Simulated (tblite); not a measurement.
**Frequency calculation, with input and output: C4H9OSi**

C4H9OSi, multiplicity 2, computed with GFN2-xTB harmonic vibrations, gas phase (tblite 0.8.0).

It belongs to a series of runs on one base structure; here: H removed from sp3 C.

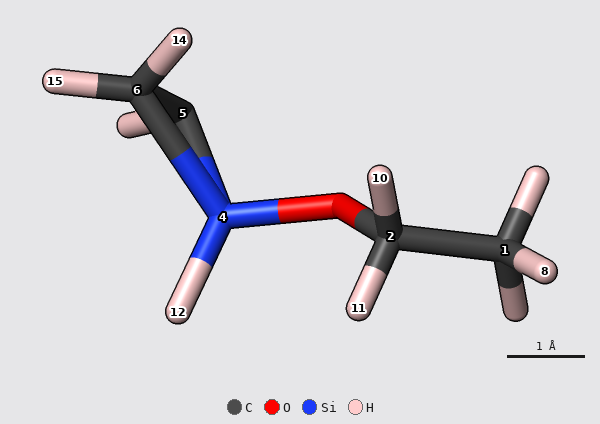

*The structure as given in the input (stick view, seen at a tilt; atoms are numbered from 1 in the order of the input).*

Input file
```
{"job": {"kind": "ir", "xc": "GFN2-xTB", "basis": "xTB"}, "charge": 0, "multiplicity": 2}
C     -2.704663    -0.069422    -0.013948
C     -1.401132     0.336069    -0.684306
O     -0.327951    -0.293080    -0.041847
Si     1.152677    -0.676442    -0.554214
C      2.376214    -0.670677     0.792744
C      2.612238     0.566513     0.043375
H     -2.846804    -1.143985    -0.097605
H     -3.539899     0.439514    -0.487945
H     -2.674686     0.193572     1.040090
H     -1.262211     1.422670    -0.616168
H     -1.422863     0.063319    -1.746731
H      1.144035    -1.025707    -1.971396
H      3.198723    -1.376490     0.826379
H      2.112389     1.464820     0.382769
H      3.579520     0.777315    -0.398765
```

The first line tells a small driver script what to run in tblite; the rest is the geometry in Å.

Hardware: 1 CPU thread, shared host.

Launched with:
```bash
OMP_NUM_THREADS=1 python <driver script> task.json out
```

What the program printed
```
mode    cm-1     km/mol
  1      14.5      1.35
  2      52.4      1.01
  3     132.6      1.04
  4     162.4      5.19
  5     216.2      1.42
  6     260.9     16.10
  7     311.5      8.90
  8     365.1      1.15
  9     508.2     16.87
 10     664.5     42.82
 11     705.3    114.26
 12     757.5     80.44
 13     793.1    102.58
 14     828.2      2.06
 15     883.2     36.28
 16     910.5      5.13
 17     931.0      3.98
 18    1011.8     59.99
 19    1095.4     22.69
 20    1140.6     54.17
 21    1150.8    168.96
 22    1173.9    169.27
 23    1191.7      6.74
 24    1265.4      1.49
 25    1344.6     11.70
 26    1400.1      9.85
 27    1448.8      1.93
 28    1474.9      3.71
 29    1485.2      1.16
 30    1494.3      3.33
 31    2265.7    242.00
 32    2885.0     51.09
 33    2910.0     54.57
 34    2997.6     77.50
 35    3015.2     88.81
 36    3027.8     48.85
 37    3041.3     26.11
 38    3044.2     27.59
 39    3051.2     17.03
```

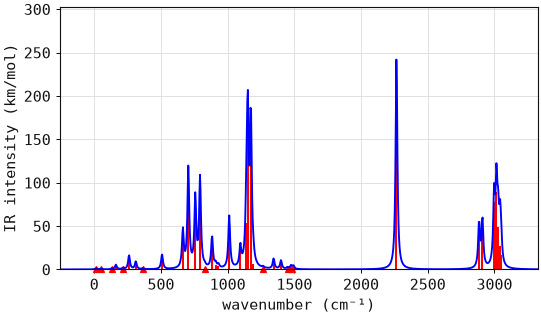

*Harmonic infrared spectrum, unscaled: sticks (degenerate modes added up, dark ones marked on the axis) with a Lorentzian envelope of 16 cm⁻¹ full width, scaled to the tallest stick.*

39 modes from 14 to 3051 cm⁻¹, none imaginary. The strongest line is at 2266 cm⁻¹ (242 km/mol).

Summary

```csv
quantity,value
outcome,converged
total energy,−513.0204 eV
zero-point energy,73.4980 kcal/mol
wall time,1.3 s
peak memory,0.18 GiB
```
